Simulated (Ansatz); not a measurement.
Consider GaH3NO (SMILES [NH2][Ga+][OH]) (charge +1).

```xyz
6

Ga   -0.0321    0.2690    0.0458
N     1.0716   -1.0178   -0.4047
O    -1.3577    1.2531    0.5019
H     1.3870   -1.0985   -1.3726
H     1.7629   -1.3509    0.2690
H    -1.2447    2.2127    0.6208
```

Geometry: B3LYP-D3(BJ)/def2-SVP.

All numbers below come from isolated molecule in a Gaussian basis; Kohn-Sham density functional theory, functional PBE0 in Ansatz 0.2.0.

**Predict the electron density and electron localisation function between the atoms.**

Ga–O (1.71 Å): ρ at the midpoint is about 1.1 e/Å³; the ELF peaks at about 0.80 in the valence shell of O, 0.6 Å from its nucleus, and is about 0.25 at the midpoint.
Ga–N (1.75 Å): ρ is about 1.1 e/Å³ halfway; the ELF peaks at about 0.85 in the valence shell of N, 0.6 Å from its nucleus, and is about 0.35 at the midpoint.
O–H (0.97 Å): ρ is about 3.7 e/Å³ halfway; the ELF climbs to about 1 towards the hydrogen, as it does in any bond to H; an ordinary covalent bond to hydrogen.

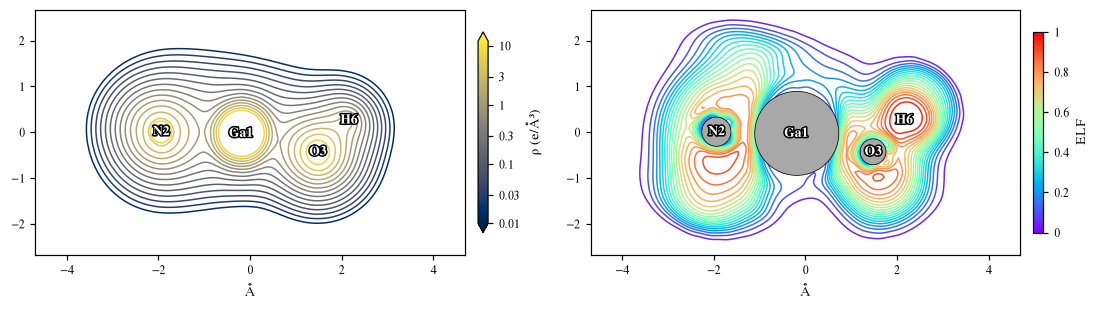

Computed electron density and electron localisation function on the plane of atoms N2, Ga1 and O3, in this order. Grey discs cover the atomic cores in the ELF map. 
